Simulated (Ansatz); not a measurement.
**CdWO4 (P2/c): spin-orbit coupling beyond the local functionals**

Wanted: gaps of CdWO4 (P2/c) with and without spin-orbit coupling, with cost.

Method: density functionals with and without spin-orbit coupling, plane waves, PAW, in Ansatz 0.2.0.

**What was measured.**

- Gap 4.15 eV: direct gap from absorption edge with Urbach fit; optical absorption; 300 K; bulk crystal (thin cleaved platelet of Czochralski crystal, 10-30 um thick) (“Optical absorption of divalent metal tungstates: Correlation between the band-gap energy and the cation ionic radius”, 2008, arxiv:0807.2115).

Report form: the programs' logs are mostly left out.

## (1) Set-up

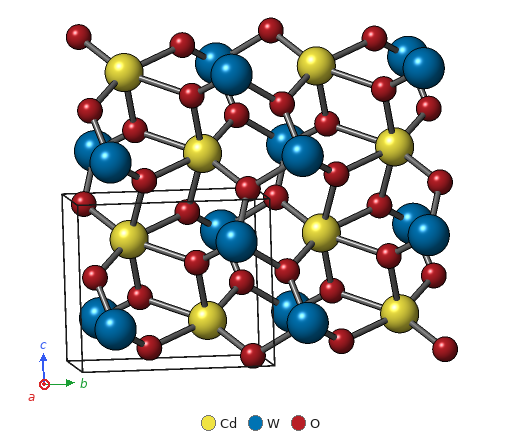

The starting structure, seen slightly off an axis (cadmium yellow, tungsten blue, oxygen red). 1×2×2 cells are drawn. Some periodic images of atoms are drawn too.

The cell and positions come from the Crystallography Open Database and are kept as given unless a step says otherwise. Spin-orbit coupling is left out unless a step names it. The default PAW set here is soft_2. Its files were made with PBE.

## (2) HSE06, 2×2×2 mesh

This step: DFT, HSE06, plane waves, PAW.

input.yaml reads:

```yaml
crystal:
  lattice:
    - [5.04, 0.0, 0.0]
    - [0.0, 5.8701, 0.0]
    - [-0.1309573182, 0.0, 5.0824131071]
  atoms:
    - { symbol: Cd, position: [0.5, 0.69729, 0.25] }
    - { symbol: Cd, position: [0.5, 0.30271, 0.75] }
    - { symbol: W, position: [0.0, 0.17855, 0.25] }
    - { symbol: W, position: [0.0, 0.82145, 0.75] }
    - { symbol: O, position: [0.2018, 0.0955, 0.9504] }
    - { symbol: O, position: [0.7982, 0.0955, 0.5496] }
    - { symbol: O, position: [0.7982, 0.9045, 0.0496] }
    - { symbol: O, position: [0.2018, 0.9045, 0.4504] }
    - { symbol: O, position: [0.242, 0.3703, 0.3839] }
    - { symbol: O, position: [0.758, 0.3703, 0.1161] }
    - { symbol: O, position: [0.758, 0.6297, 0.6161] }
    - { symbol: O, position: [0.242, 0.6297, 0.8839] }
kpoints:
  mp_grid: { grid: [2, 2, 2] }
  band_path:
    path:
      - [0.0, 0.0, 0.0]
      - [0.0, 0.5, 0.0]
      - [0.0, 0.5, 0.5]
      - [0.0, 0.0, 0.5]
      - [-0.5, 0.0, 0.5]
      - [-0.5, 0.5, 0.5]
      - [-0.5, 0.5, 0.0]
      - [-0.5, 0.0, 0.0]
      - [0.1666666667, -0.5, -0.5]
      - [0.0, -0.5, 0.1666666667]
    npoints: 1
hamiltonian:
  xc: hse06
scf:
  occupations: { method: fixed }
  n_extra_bands: 8
output:
  eigenvalues: true
```

Command:

```console
$ ansatz run input.yaml --threads 4 --pin off --max-ram 18432MiB --backend cpu --events-out ev --progress --plain --runs-dir out
```

Wall time 51 s (4 threads of Arm Neoverse V1, shared host); peak memory 1.6 GiB.

Numbers from this step:

```yaml
gap: 4.497 eV
valence_top_at: k = (0.167, -0.500, -0.500)
conduction_bottom_at: k = (0.000, -0.500, 0.167)
least_direct_gap: 4.537 eV
exact_exchange_fraction: 0.25
```

The gap is indirect, with the least direct gap 0.04 eV higher.

## (3) HSE06+SOC, 2×2×2 mesh

Spin-orbit coupling can split or shift the edges; a non-collinear run measures by how much.

This step: DFT, HSE06 with spin-orbit coupling, plane waves, PAW.

Changes to input.yaml since step 2:

```diff
@@ -37,4 +37,11 @@
   occupations: { method: fixed }
-  n_extra_bands: 8
+  n_extra_bands: 16
+magnetization:
+  noncollinear: true
+  spin_orbit: true
 output:
   eigenvalues: true
+  write_density: true
+  write_potential: true
+  elf: true
+  volumetric_format: npy
```

Run time: 6.5 min. Hardware: 4 threads; peak memory 4.5 GiB.

Numbers from this step:

```yaml
gap: 4.479 eV
valence_top_at: k = (0.167, -0.500, -0.500)
conduction_bottom_at: k = (0.000, -0.500, 0.167)
least_direct_gap: 4.523 eV
exact_exchange_fraction: 0.25
```

The gap stands −0.02 eV against HSE06.

## (4) Together

Times are wall times on 4 threads of Arm Neoverse V1, shared host, good to a factor of about two.

| level | gap (eV) | with coupling (eV) | change (eV) | time | with coupling |
| --- | --- | --- | --- | --- | --- |
| HSE06 | 4.50 | 4.48 | −0.02 | 51 s | 6.5 min |

## (5) What came out

| Property | Result |
| --- | --- |
| HSE06 | 4.50 eV |
| HSE06+SOC | 4.48 eV |

Spin-orbit coupling changes the gap by −0.02 eV and the least direct gap by −0.01 eV. Against experiment, by HSE06+SOC: the direct gap of 4.52 eV lies +0.37 eV from the measured 4.15 eV (direct, 300 K, 2008). An exciton line or allowed optical edge lies below the quasiparticle gap by the binding energy; a forbidden edge can push the onset above it. The lattice is static and excitons are left out.

[Paths, hosts, dates, memory and timing lines, banners, echoed tables and standing remarks are left out of the program output.]

[Logs are printed without paths, hosts, clocks, repeated set-up lines and the standing remarks that a program may print on its own settings, such as how far it seeks lower states.]

[Runs of the session that timed out or met a known fault of the program may be left out.]

[Cells called generated may have been cut or substituted from an entry of the Crystallography Open Database or the Materials Project.]

[Hosts, paths, dates, database ids (printed as entryN), source tags and the programs' standing remarks are cut or masked in the printed files.]
